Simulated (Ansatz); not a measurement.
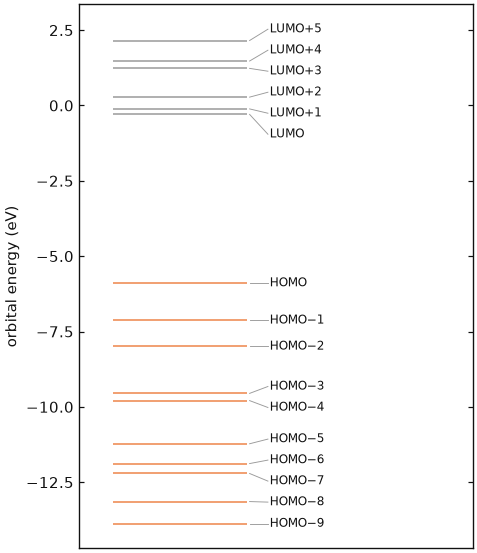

Kohn-Sham orbital energies near the frontier, B3LYP/def2-TZVPP with the Ansatz code, at a PBE0-D4/def2-TZVP geometry (no frequency check), isolated molecule; empty levels in grey, levels within 0.03 eV side by side.

Question: Which molecule has this level scheme?
A. CH₅AlF₂Si, SMILES [CH3][Al]([F])[SiH2]F, singlet
B. CH₅BFNS, SMILES BN[C@@H](F)S
C. CH₄FGaGe, SMILES [F][Ge@H]1[CH2][GaH]1, singlet
D. C₄H₄OS (ynol-type tautomer), SMILES C=CSC#CO

Answer: D. HOMO −5.90 eV, LUMO −0.30 eV, separation 5.60 eV.

Known limits of this run: one conformer of a flexible molecule; empty levels above zero depend strongly on the basis.
